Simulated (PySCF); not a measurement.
# TcF₂: structure of the doublet

Where does doublet TcF₂ go from a bent start, is the end point a minimum, and what are its modes, charges and moments?

Computed with PySCF 2.14.0. Level: PBE0, basis Tc def2-TZVP with ECP28, F def2-TZVP, scalar-relativistic core potentials, no spin–orbit coupling, density fitting.

### Step 1. The system as given

3 atoms, charge 0, spin multiplicity 2.

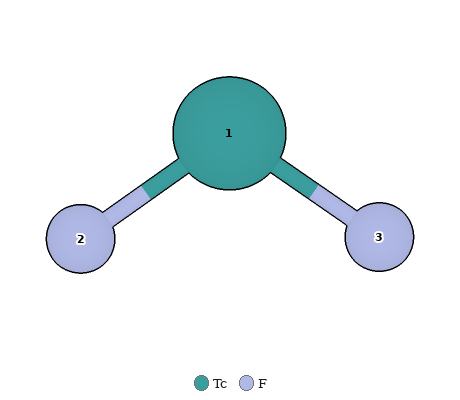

Start geometry, drawn with technetium teal, fluorine light blue; atoms are numbered from 1 in the order of the file.

Z-matrix (Å, degrees; charge 0 multiplicity 2):
```
Tc
F  1 1.9200
F  1 1.9200 2 110.00
```

### Step 2. Relaxing the doublet from the bent start

The steps below are one call of a driver around PySCF. For each, scf.py gives the equivalent set-up of the SCF; relaxations use the driver's own optimiser. Before each start the driver seeks the lowest SCF state from one or more starting densities and follows internal instabilities, so scf.py alone need not reach the same state.

The program finds C2v symmetry in the start, which this walk keeps.

File scf.py:

```python
from pyscf import gto, scf, dft
mol = gto.M(atom='''
Tc     0.000000     0.000000    -0.305659
F      1.572800    -0.000000     0.795641
F     -1.572800     0.000000     0.795641''',
    basis={'Tc': 'def2-TZVP', 'F': 'def2-TZVP'},
    ecp={'Tc': 'def2-TZVP'},
    charge=0, spin=1)
mf = dft.UKS(mol, xc='PBE0')
mf.grids.atom_grid = (50, 194)
aux = {'Tc': 'def2-universal-JKFIT', 'F': 'def2-universal-JKFIT'}
mf = mf.density_fit(auxbasis=aux)
mf.kernel()
```

Energy and gradient, step by step:

| step | energy (Eh) | change (kJ/mol) | largest symmetric gradient (Eh/bohr) |
| --- | --- | --- | --- |
| 0 | -280.338898 | 0.00 | 0.05495 |
| 1 | -280.350404 | -30.21 | 0.02130 |
| 2 | -280.356573 | -46.41 | 0.00979 |
| 3 | -280.357736 | -49.46 | 0.00522 |
| 4 | -280.357844 | -49.74 | 0.00166 |
| 5 | -280.357851 | -49.76 | 0.00011 |
| 6 | -280.357849 | -49.76 | 0.00002 |

The walk took 14 s on 4 threads, shared host.

Positions (Å) and forces (eV/Å) along the way:

```
step 0
Tc   0.000   0.000  -0.306   0.000  -0.004   2.826
F    1.573   0.000   0.796  -1.131   0.002  -1.413
F   -1.573   0.000   0.796   1.131   0.002  -1.413
step 1
Tc   0.000   0.000  -0.188   0.000   0.003   1.095
F    1.599   0.000   0.737  -0.050  -0.002  -0.548
F   -1.599   0.000   0.737   0.050  -0.001  -0.547
step 3
Tc   0.000   0.000   0.050   0.000  -0.001   0.231
F    1.753   0.000   0.618  -0.268   0.000  -0.115
F   -1.753   0.000   0.618   0.268   0.001  -0.115
step 6
Tc   0.000   0.000   0.070   0.000  -0.001   0.001
F    1.751   0.000   0.608  -0.001   0.000  -0.001
F   -1.751   0.000   0.608   0.001   0.000  -0.001
```

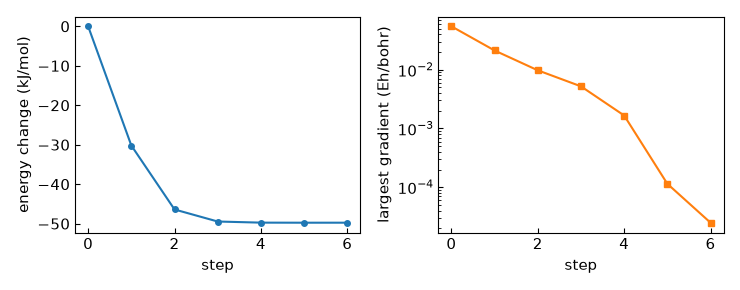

How energy and gradient fall.

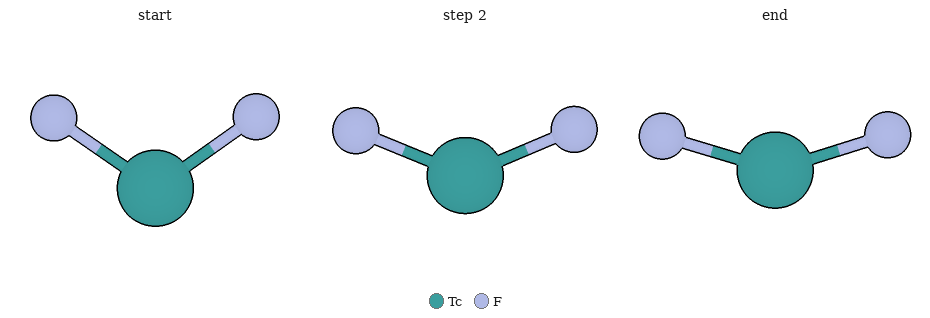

Start and end of the relaxation, with a step between.

End point (C2v, 6 steps, 49.8 kJ/mol gained): Tc–F 1.832 Å (×2); F–Tc–F 145.8°.

### Step 3. Frequencies

On the finer grid the gradient is checked again; gradients at displacements of ±0.01 bohr then give force constants and infrared intensities.

Changes to scf.py since step 2:

```diff
@@ -3,3 +3,3 @@
-Tc     0.000000     0.000000    -0.305659
-F      1.572800    -0.000000     0.795641
-F     -1.572800     0.000000     0.795641''',
+Tc    -0.000000    -0.000000    -0.140458
+F      1.755403    -0.000000     0.384522
+F     -1.755403     0.000000     0.384522''',
@@ -10 +10 @@
-mf.grids.atom_grid = (50, 194)
+mf.grids.atom_grid = (75, 302)
```

The driver hands on the density of the step before, so the log starts near convergence.

SCF at the final geometry:

```text
init E= -280.35769939946
[... the frontier-level lines of each cycle are left out ...]
cycle= 1 E= -280.357699400253  delta_E= -7.94e-10  |g|= 9.72e-06  |ddm|= 4.33e-05
cycle= 2 E= -280.35769940117  delta_E= -9.17e-10  |g|= 1.06e-05  |ddm|= 4.67e-05
cycle= 3 E= -280.357699400232  delta_E= 9.38e-10  |g|= 1.15e-05  |ddm|= 4.73e-05
cycle= 4 E= -280.357699394907  delta_E= 5.32e-09  |g|= 3.78e-06  |ddm|= 0.00049
cycle= 5 E= -280.357699394999  delta_E= -9.2e-11  |g|= 3.71e-06  |ddm|= 1.4e-05
Extra cycle  E= -280.357699395129  delta_E= -1.29e-10  |g|= 3.67e-06  |ddm|= 1.63e-05
converged SCF energy = -280.357699395129  <S^2> = 1.7559425  2S+1 = 2.832626
```

The whole step took 34 s.

Geometry: C2v; Tc–F 1.832 Å (×2); F–Tc–F 146.7°.

Harmonic modes (main isotopes):

```
symmetry  ω (cm⁻¹)  IR (km/mol)  μ (u)     type
      a1       127         10.7  23.68     bend
      a1       657         31.2  19.52  stretch
      b2       704          244  24.07  stretch
```

No imaginary mode, so this is a minimum.

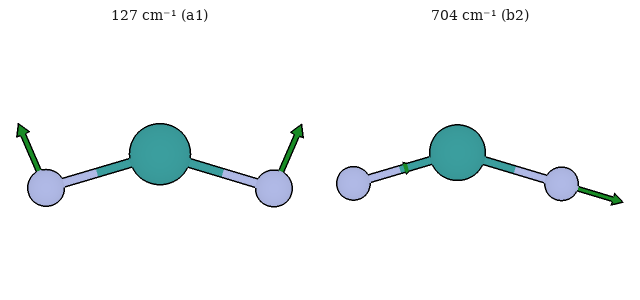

How the atoms move in 2 of the modes.

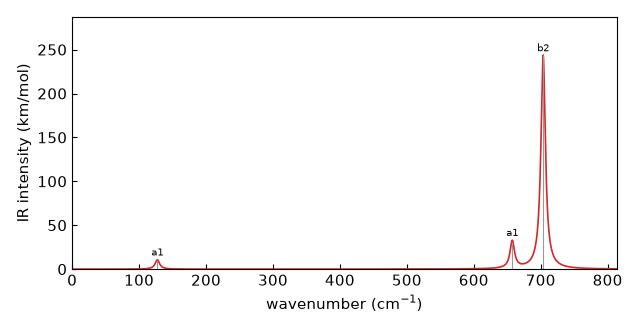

The harmonic infrared spectrum (widths in cm⁻¹). Lines are broadened to a width of 8 cm⁻¹ (Lorentzian).

Constants and moments:

- Dipole moment: 1.36 D
- Highest occupied level: -6.82 eV
- Lowest empty level: -3.28 eV
- Rotational constants: 2.228, 0.144, 0.1352 cm⁻¹
- Zero-point energy: 8.9 kJ/mol
- Principal polarisabilities: 30.0, 33.8, 36.3 bohr³
- Atomisation energy without zero-point energy: 815 kJ/mol
- Principal traceless quadrupole moments about the centre of mass: -8.56, 3.86, 4.70 D Å
- Entropy at 298.15 K and 1 bar (electronic part: spin only): 282.3 J/(mol K)
- Heat capacity Cp at 298.15 K: 48.6 J/(mol K)
- Enthalpy at 298.15 K above 0 K: 12.35 kJ/mol
- Rotational symmetry number: 2
- Spin squared ⟨S²⟩: 1.756

Populations by atom (charges in e):

```csv
atom,Mulliken,Löwdin,polar tensor,spin (Mulliken),Mayer order to Tc1
Tc1,0.96,0.56,1.34,1.11,–
"F2,3",-0.48,-0.28,-0.67,-0.05,0.87
```

Mulliken populations on Tc1 (outside its core potential): s 2.50, p 6.13, d 5.38, f 0.03.

### Step 4. Results

| quantity | value |
| --- | --- |
| minimum | broken-symmetry (Ms = 1/2), C2v |
| geometry | Tc–F 1.832 Å (×2); F–Tc–F 146.7° |
| wavenumbers (cm⁻¹) | 127 (a1), 657 (a1), 704 (b2) |
| dipole moment | 1.36 D |
| highest occupied, lowest empty level (either spin) | -6.82, -3.28 eV |
| polar-tensor charge of Tc1 | +1.34 e |
| zero-point energy | 8.9 kJ/mol |
| entropy at 298.15 K | 282.3 J/(mol K) |
| atomisation energy (no zero-point energy) | 815 kJ/mol |
| ⟨S²⟩ | 1.756 |

What this shows: The bent start keeps its C2v symmetry and ends in a minimum. The determinant is spin-contaminated (⟨S²⟩ = 1.76 against 0.75), so it is no pure spin state. The strongest infrared band lies at 704 cm⁻¹ (b2, stretch). Only this shape and spin were tried, so other structures or states may lie lower. One determinant may miss the lowest occupation of an open d or f shell.

The search up to here took 69 s.
